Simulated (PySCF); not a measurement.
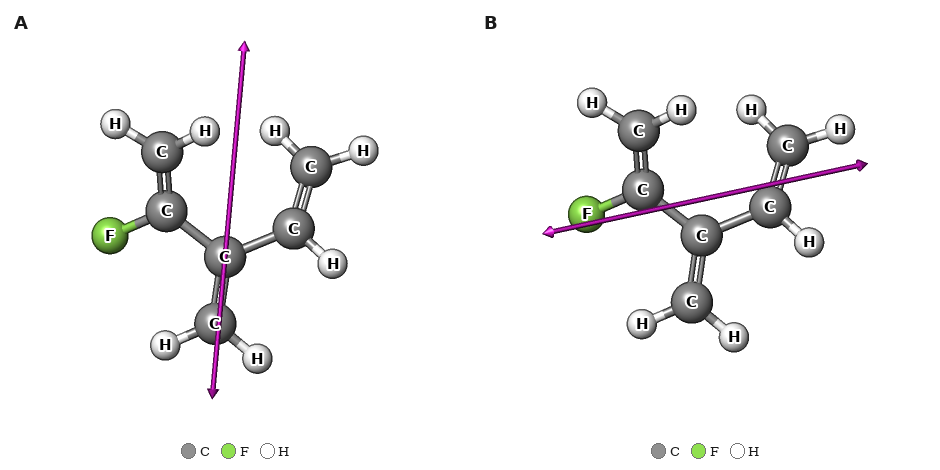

The double arrows show the directions of two transition dipoles from the ground state (lengths mean nothing). Computed geometry: GFN2-xTB optimisation. No frequency run is at hand to confirm it as a minimum. Level of theory: TDDFT PBE0/def2-SVPD, vertical, gas phase, core orbitals frozen in the response (PySCF 2.14.0).

One belongs to singlet state 1 and one to singlet state 3. Which is which?

A: state 1, 5.14 eV (241 nm), oscillator strength 0.26, mainly HOMO → LUMO (weight 0.83).
B: state 3, 5.89 eV (210 nm), oscillator strength 0.17, mainly HOMO−1 → LUMO (weight 0.63).
